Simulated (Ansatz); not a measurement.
HNPSi (SMILES [Si]#[N+][PH-]) (doublet)

```yaml
atoms:
  - { symbol: N, position_ang: [-1.6298, -2.6848, 2.3839] }
  - { symbol: P, position_ang: [-2.3154, -3.9629, 1.5943] }
  - { symbol: Si, position_ang: [-0.9639, -1.3750, 2.9981] }
  - { symbol: H, position_ang: [-2.4742, -4.8454, 2.7196] }
```

Geometry: B3LYP-D3(BJ)/6-311G**.

These are results of Ansatz, isolated molecule in a Gaussian basis; Kohn-Sham density functional theory, functional PBE0, not measurements.

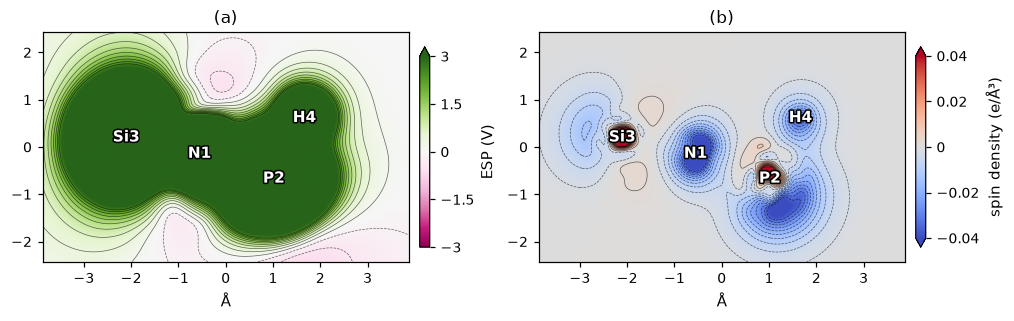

Figure 1. (a) electrostatic potential; (b) spin density (α minus β) on the molecular plane.

### What do the fields say about this system?

- The plane passes through N, P, Si and H nuclei.
- The unpaired spin (1 electron) lies mostly on P2 (about 0.7) and Si3 (about 0.3), in electrons by Hirshfeld's partition.
- Outside the dense part of the molecule the potential is most negative (−0.6 V) near P2.

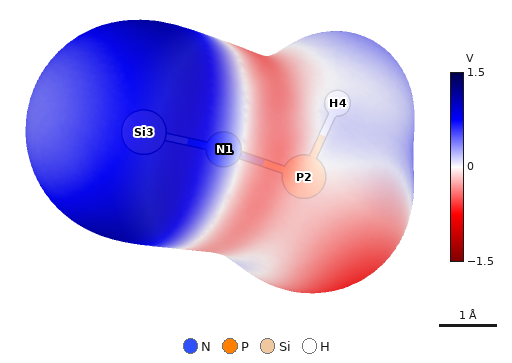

Figure 2. The molecular electrostatic potential painted on the density surface at 0.002 e/bohr³, seen at a tilt; the colour scale runs from red (negative) to blue (positive).

### Which sites attract a positive test charge, and which a negative one?

A positive charge is drawn to the negative regions and a negative charge to the positive ones. The most negative region (about −0.7 V) lies over P2, the most positive (about +1.1 V) over Si3.

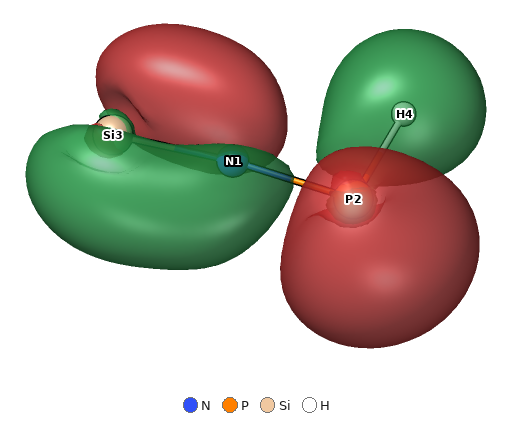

Figure 3. The HOMO (β) at ±0.08 Å⁻³ᐟ² (green and red are the two phases), seen at a tilt.

### Where does this orbital lie, and at what energy?

Its weight (Hirshfeld) is mainly on P2 (about 45 %), N1 (about 25 %), Si3 (about 15 %) and H4 (about 15 %); it is symmetric in the molecular plane (an in-plane orbital: σ, lone-pair or in-plane π type). Its energy is −7.15 eV.
